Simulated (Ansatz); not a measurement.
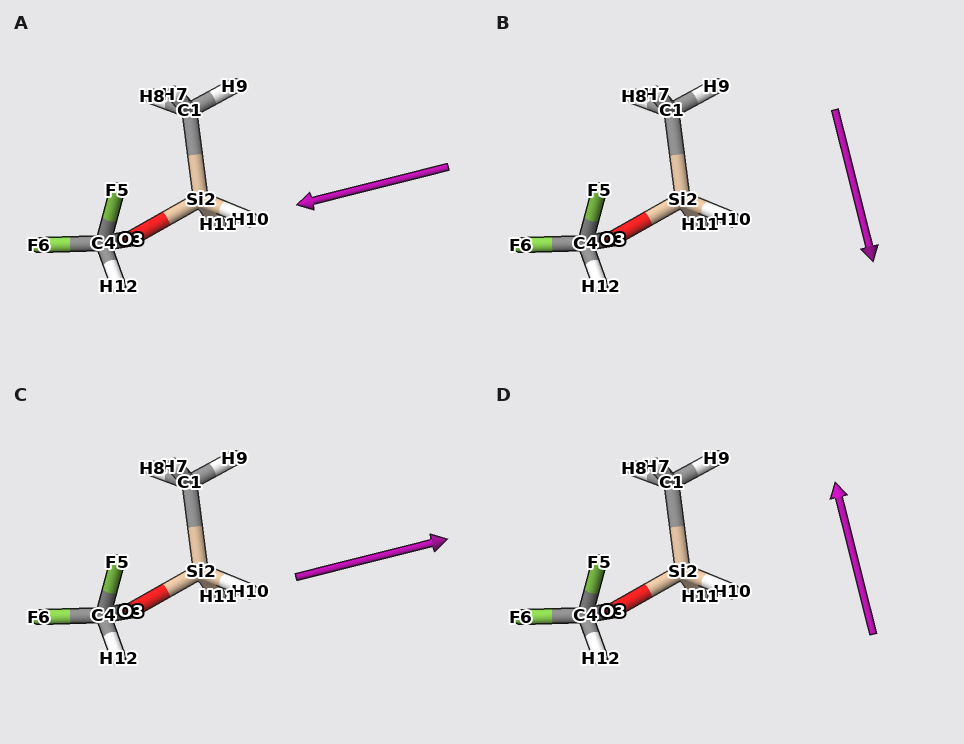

The same molecule four times, each with an arrow. The computed structure is the end point of a PBE-D4/def2-SVP optimisation. No frequency run is at hand to confirm it as a minimum. Level of theory: RKS PBE-D4/def2-SVP (Ansatz 0.2.0).

**Which arrow points along the dipole moment, from the negative to the positive end?**

C. The dipole moment is 1.72 D; it points from the side of F6 to the side of H9 (the outermost atoms at the two ends).
